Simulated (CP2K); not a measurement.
# IPEA1-xTB run of SiPH4Cl+ (SMILES [PH2+][SiH2]Cl)

Aim: the energy change on altering one bond length of SiPH4Cl+ at IPEA1-xTB, from 2 runs. 

The results are computed with CP2K 2026.2.

2 further runs of the same task are left out: 2 set aside as unsound or not needed.

## 1. The molecule

SiPH4Cl+ has 7 atoms, charge +1, and is taken as a doublet. As SMILES, `[PH2+][SiH2]Cl`. The coordinates come from a GFN2-xTB relaxation. This is one conformer, not always the lowest.

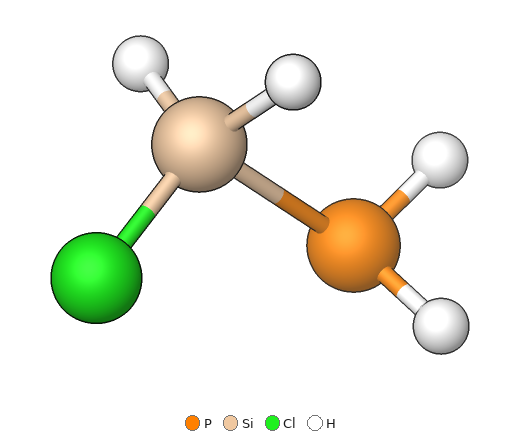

The structure, seen from a chosen angle (phosphorus orange, silicon light orange, chlorine green, hydrogen white).

## 2. Energy and forces at IPEA1-xTB

Contents of qs.inp:

```
&FORCE_EVAL
  METHOD QUICKSTEP
  &DFT
    CHARGE 1
    MULTIPLICITY 2
    UNRESTRICTED_KOHN_SHAM T
    &QS
      METHOD XTB
      EPS_DEFAULT 1.0E-10
      &XTB
        GFN_TYPE TBLITE
        &TBLITE
          METHOD IPEA1
        &END
        CHECK_ATOMIC_CHARGES F
      &END
    &END
    &POISSON
      PERIODIC NONE
      POISSON_SOLVER ANALYTIC
    &END
    &SCF
      SCF_GUESS ATOMIC
      EPS_SCF 1.0E-06
      MAX_SCF 150
      ADDED_MOS 2
      &DIAGONALIZATION
        ALGORITHM STANDARD
      &END
      &MIXING
        METHOD DIRECT_P_MIXING
        ALPHA 0.4
      &END
      &SMEAR ON
        METHOD FERMI_DIRAC
        ELECTRONIC_TEMPERATURE [K] 300
      &END
    &END
    &PRINT
      &MOMENTS
        PERIODIC F
        REFERENCE COM
        MAX_MOMENT 1
      &END
      &MO ON
        ENERGIES T
        OCCUPATION_NUMBERS T
        NDIGITS 6
        &EACH
          QS_SCF 0
        &END
        ADD_LAST NUMERIC
      &END
      &HIRSHFELD OFF
      &END
    &END
  &END
  ! structure
  &SUBSYS
    ! vacuum box
    &CELL
      ABC 11.3 11.3 10.8
      PERIODIC NONE
    &END
    &COORD
      P      4.383910     6.121765     4.999710
      Si     6.588910     5.774595     5.940750
      Cl     6.631250     3.986025     6.742580
      H      3.994010     5.263625     3.976470
      H      4.276830     7.313975     4.291640
      H      6.596180     6.931885     6.823530
      H      7.305990     5.941985     4.678120
    &END
  &END
  &PRINT
    &FORCES ON
    &END
  &END
&END

&GLOBAL
  PROJECT_NAME qs
  RUN_TYPE ENERGY_FORCE
  PRINT_LEVEL MEDIUM
&END
```

Run with:

```bash
$ OMP_NUM_THREADS=1 cp2k.psmp -i qs.inp > qs.out 2>&1
```

The log of the run:

```text
CP2K| version string:                                       CP2K version 2026.2
[...]
 GLOBAL| Method name                                                        CP2K
[...]
 GLOBAL| Run type                                                   ENERGY_FORCE
[...]
                             - Atoms:                                          7
[...]
                             - Spherical basis functions:                     35
[...]
 Number of electrons:                                                         10
[...]
  *** SCF run converged in    16 steps ***
[...]
  Fermi energy:                                                -0.57927578290366
[...]
 TB_DIPOLE| Moment [Debye]         -1.25964374       2.89468014      -2.74316099
 TB_DIPOLE| Derivative [a.u.]       0.00000000       0.00000000       0.00000000
[...]
 ENERGY| Total FORCE_EVAL ( QS ) energy [hartree]            -10.663127843561039
 FORCES| Atomic forces [hartree/bohr]
 FORCES|   Atom     x               y               z               |f|
 FORCES|      1  1.33949489E-02  4.01487325E-04 -1.04880910E-02   1.70172237E-02
 FORCES|      2 -1.49874200E-02  1.00022958E-03 -5.97548578E-03   1.61656935E-02
 FORCES|      3  9.00201700E-04  1.85836823E-02 -7.68176612E-03   2.01289130E-02
 FORCES|      4  3.24561752E-03  6.75518686E-03  9.71643849E-03   1.22709315E-02
 FORCES|      5  9.99826936E-04 -1.07148175E-02  7.40682355E-03   1.30639965E-02
 FORCES|      6  2.13560847E-03 -1.23778863E-02 -5.15992694E-03   1.35793129E-02
 FORCES|      7 -5.68878359E-03 -3.64788223E-03  1.21820078E-02   1.39309231E-02
 FORCES| Sum     1.03216047E-16 -2.34187669E-16 -3.81639165E-17
 FORCES| Total atomic force                                       2.58754519E-16
[...]
```

Run time: 0.44 s. Hardware: 1 thread of Arm Neoverse N1, shared host; peak memory 0.14 GiB.

## 3. The distorted shape

Contents of job.inp:

```
&GLOBAL
   PROJECT job
   RUN_TYPE ENERGY_FORCE
   PRINT_LEVEL MEDIUM
&END

&FORCE_EVAL
   METHOD QUICKSTEP
   &DFT
      CHARGE 1
      MULTIPLICITY 2
      UNRESTRICTED_KOHN_SHAM T
      &QS
         METHOD XTB
         EPS_DEFAULT 1.0E-10
         &XTB
            GFN_TYPE TBLITE
            &TBLITE
               METHOD IPEA1
            &END
            CHECK_ATOMIC_CHARGES F
         &END
      &END
      &POISSON
         PERIODIC NONE
         POISSON_SOLVER ANALYTIC
      &END
      # SCF settings
      &SCF
         SCF_GUESS ATOMIC
         EPS_SCF 1.0E-06
         MAX_SCF 150
         ADDED_MOS 2
         &DIAGONALIZATION
            ALGORITHM STANDARD
         &END
         &MIXING
            METHOD DIRECT_P_MIXING
            ALPHA 0.4
         &END
         &SMEAR ON
            METHOD FERMI_DIRAC
            ELECTRONIC_TEMPERATURE [K] 300
         &END
      &END
      # extra output
      &PRINT
         &MOMENTS
            PERIODIC F
            REFERENCE COM
            MAX_MOMENT 1
         &END
         &MO ON
            ENERGIES T
            OCCUPATION_NUMBERS T
            NDIGITS 6
            &EACH
               QS_SCF 0
            &END
            ADD_LAST NUMERIC
         &END
         &HIRSHFELD OFF
         &END
      &END
   &END
   &SUBSYS
      # box in angstrom
      &CELL
         ABC 11.3 11.3 10.8
         PERIODIC NONE
      &END
      &COORD
         P      4.383910     6.121765     5.040185
         Si     6.588910     5.774595     5.981225
         Cl     6.631250     3.986025     6.783055
         H      3.994010     5.263625     4.016945
         H      4.276830     7.313975     4.332115
         H      6.595453     6.816148     6.775721
         H      7.305990     5.941985     4.718595
      &END
   &END
   &PRINT
      &FORCES ON
      &END
   &END
&END
```

Run with:

```bash
$ OMP_NUM_THREADS=1 cp2k.psmp -i job.inp -o job.out
```

The log of the run:

```text
CP2K| version string:                                       CP2K version 2026.2
[...]
 GLOBAL| Method name                                                        CP2K
[...]
 GLOBAL| Run type                                                   ENERGY_FORCE
[...]
                             - Atoms:                                          7
[...]
                             - Spherical basis functions:                     35
[...]
 Number of electrons:                                                         10
[...]
  *** SCF run converged in    16 steps ***
[...]
  Fermi energy:                                                -0.58039847774965
[...]
 TB_DIPOLE| Moment [Debye]         -1.28015368       2.89773433      -2.75719584
 TB_DIPOLE| Derivative [a.u.]       0.00000000       0.00000000       0.00000000
[...]
 ENERGY| Total FORCE_EVAL ( QS ) energy [hartree]            -10.655690264806886
 FORCES| Atomic forces [hartree/bohr]
 FORCES|   Atom     x               y               z               |f|
 FORCES|      1  1.28716236E-02 -1.08570420E-04 -1.14607061E-02   1.72347981E-02
 FORCES|      2 -1.49741625E-02 -6.95345966E-02 -5.98918201E-02   9.29855676E-02
 FORCES|      3  8.66142498E-04  1.70382441E-02 -8.04301892E-03   1.88611272E-02
 FORCES|      4  3.03956550E-03  6.84284613E-03  9.70480894E-03   1.22575209E-02
 FORCES|      5  8.90909243E-04 -1.06701506E-02  7.34680272E-03   1.29854281E-02
 FORCES|      6  2.83491616E-03  6.13281725E-02  5.22014666E-02   8.05864418E-02
 FORCES|      7 -5.52899444E-03 -4.89594515E-03  1.01424668E-02   1.25463019E-02
 FORCES| Sum     1.04083409E-16 -2.41126563E-16  3.07046055E-16
 FORCES| Total atomic force                                       4.04045363E-16
[...]
```

It took 0.44 s on 1 thread of Arm Neoverse N1, shared host; peak memory 0.14 GiB.

## 4. Summary of results

Level: IPEA1-xTB.

```
                                                          quantity         value
                                         first shape: total energy  -10.66313 Eh
                   first shape: HOMO energy (highest over α and β)     -16.06 eV
                    first shape: LUMO energy (lowest over α and β)     -15.46 eV
                             first shape: largest force on an atom    1.035 eV/Å
                                     distorted shape: total energy  -10.65569 Eh
               distorted shape: HOMO energy (highest over α and β)     -16.09 eV
                distorted shape: LUMO energy (lowest over α and β)     -15.49 eV
                         distorted shape: largest force on an atom    4.782 eV/Å
energy change with the Si2–H6 bond shortened from 1.456 to 1.310 Å      0.202 eV
```

What this shows: With the Si2–H6 bond shortened from 1.456 to 1.310 Å the energy rises by 0.20 eV (19.5 kJ/mol). The first shape isn't relaxed at this level, so the change isn't measured from a minimum. The largest force (first shape) is 1.04 eV/Å: the shape isn't a stationary point for this species at this level.
